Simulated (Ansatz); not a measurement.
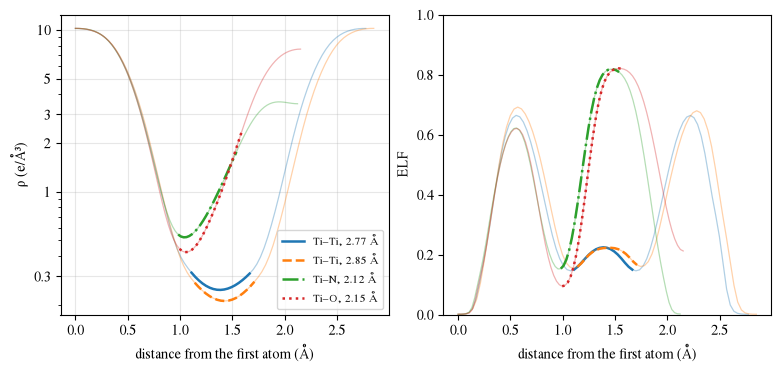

Ti4NO3. Valence charge density (pseudo) and ELF along straight lines between neighbouring atoms. Thin, pale parts lie inside the atomic spheres.

Space group P-6m2; a structure generated by program, which may or may not match a known phase; computed pressure about −9 GPa in this cell; computed without spin polarisation.

These are results of Ansatz, DFT PBEsol, scalar-relativistic, plane waves, PAW, not measurements.

Core electrons are frozen (PAW), and the valence fields are smoothed inside the atomic spheres.

**What can be read from the curves?**

Ti–Ti (2.77 Å): ρ at the midpoint is about 0.25 e/Å³; the ELF is about 0.20 at the midpoint (no shared electron pair shows on this line).
Ti–Ti (2.85 Å): ρ at the midpoint is about 0.21 e/Å³; the ELF is about 0.20 at the midpoint: no shared electron pair shows on this line.
Ti–N (2.12 Å): ρ is about 0.52 e/Å³ halfway; the ELF peaks at about 0.80 in the valence shell of N, 0.7 Å from its nucleus, and is about 0.20 at the midpoint (no shared electron pair shows on this line).
Ti–O (2.15 Å): ρ at the midpoint is about 0.42 e/Å³; the ELF peaks at about 0.80 in the valence shell of O, 0.6 Å from its nucleus, and is about 0.15 at the midpoint (no shared electron pair shows on this line).
